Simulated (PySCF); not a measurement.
**CHSe, doublet, SMILES `[CH]=[Se]`: what the electrons do**

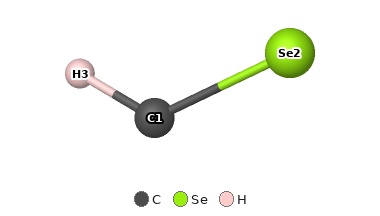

The molecule, with its atoms numbered as below. No frequency check shows the geometry to be a minimum.

Cartesian coordinates (Å):

```
C1       1.3816    0.1497    0.0000
Se2     -0.3066   -0.0081    0.0000
H3       2.1347   -0.6210    0.0000
```

### 1. Bonding charge

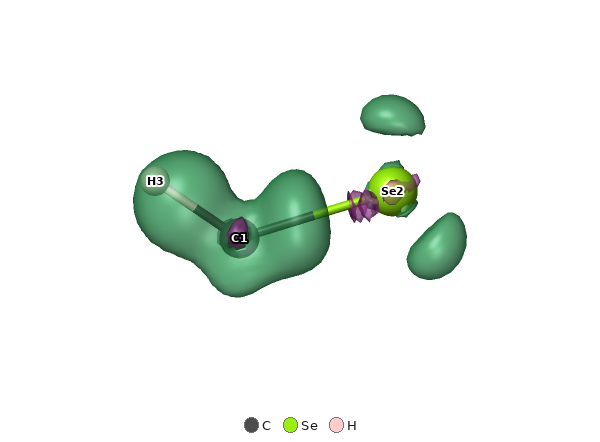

Deformation density (molecule less spherical, spin-averaged free atoms at the same positions), surfaces at ±0.12 e/Å³; green: gain, purple: loss.

Level of theory: HF/6-311G** (PySCF), at a geometry from GFN2-xTB. The stability of the open-shell solution wasn't checked. GFN2-xTB doesn't know the spin state, so this open-shell geometry is rough.

**How much density has each bond gained at its critical point, relative to the free atoms?**

C1–H3: +0.74 e/Å³ at the bond critical point (bond length 1.08 Å, Mayer order 0.9). C1–Se2: +0.25 e/Å³ at the bond critical point (bond length 1.70 Å, Mayer order 1.7). In all, 0.8 electrons gather in the regions of gain relative to the promolecule.

**Where do the Hirshfeld charges lie?**

The highest Hirshfeld charge is on H3 (+0.07 e), the lowest on C1 (−0.08 e).

```csv
atom,charge (e)
C1,−0.08
Se2,+0.01
H3,+0.07
```

### 2. Bond critical points

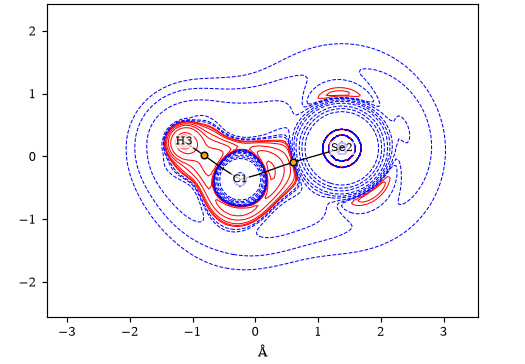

Negative Laplacian of the density (−∇²ρ) in the molecular plane (solid red lines positive, dashed blue lines negative, contours at ±0.02 to ±8 a.u.), with bond paths and bond critical points (dots).

**At which bond critical points in this plane is charge locally concentrated, and at which depleted?**

Concentrated (∇²ρ < 0): C1–H3 (−1.06 a.u.); C1–Se2 (−0.04 a.u.). At none is it depleted.

**Where along C1–H3 does the critical point lie?**

0.70 Å from C1 and 0.38 Å from H3.

### 3. Electrostatic potential

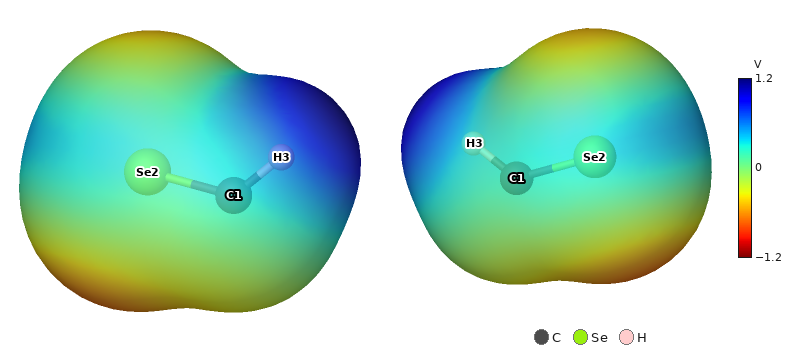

Electrostatic potential on the surface of electron density 0.001 a.u. (back view left, front view right).

**Where are the extremes of the potential on the surface?**

Highest: 1.17 V, 1.3 Å from H3. Further maxima include 0.51 V, 2.1 Å from Se2. Lowest: −0.70 V, 2.4 Å from Se2. Further minima include −0.49 V, 2.4 Å from Se2. The surface is sampled at points, so like sites can differ by a few per cent and only the strongest of them is named.

### 4. Spin density

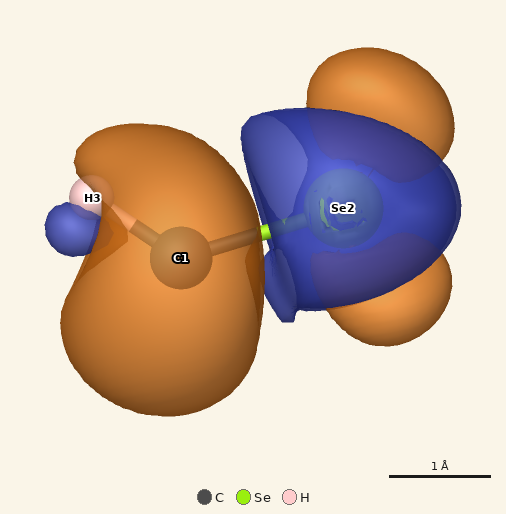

Spin density ρα − ρβ at ±0.02 e/Å³ (orange: excess α, blue: excess β).

**Give the atomic spin populations that go with this picture.**

Hirshfeld spin populations: C1 +1.23 and H3 +0.08. Spin polarisation leaves negative spin on Se2 (−0.31). ⟨S²⟩ = 1.18, against 0.75 for a pure state. The picture also shows regions of β spin from spin polarisation; the Hirshfeld sums, whose atoms overlap, net them against the α spin of neighbours.

### 5. In an electric field

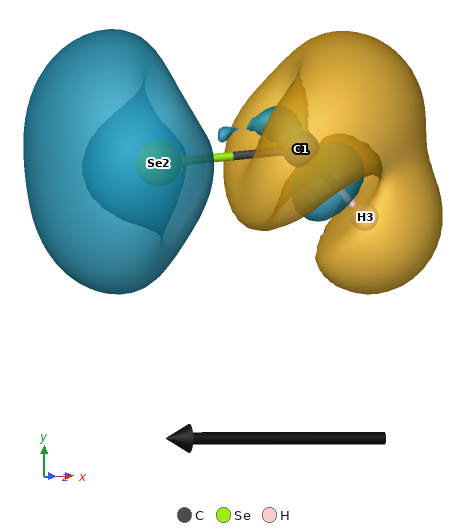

Change of the electron density in a uniform field of 0.26 V/Å along −x (arrow), surfaces at ±0.002 e/Å³ (yellow: gain, teal: loss).

Computed with PySCF, B3LYP/def2-TZVP, geometry: GFN2-xTB. A basis without diffuse functions makes polarisabilities too small. The stability of the open-shell solution wasn't checked. GFN2-xTB doesn't know the spin state, so this open-shell geometry is rough.

**How large is the response?**

The induced dipole is 0.67 D (along the field); α along this axis, from the fields in both directions, is 52 bohr³ (7.7 Å³).

**Which atoms gain and lose the most charge?**

Electrons gather most on C1 (Hirshfeld charge changes by −0.029 e) and leave Se2 most (+0.043 e); 0.052 electrons are displaced in all.

The PySCF runs shown took 14 s and 37 s on 1 thread of AMD EPYC (Zen 3) (shared host).
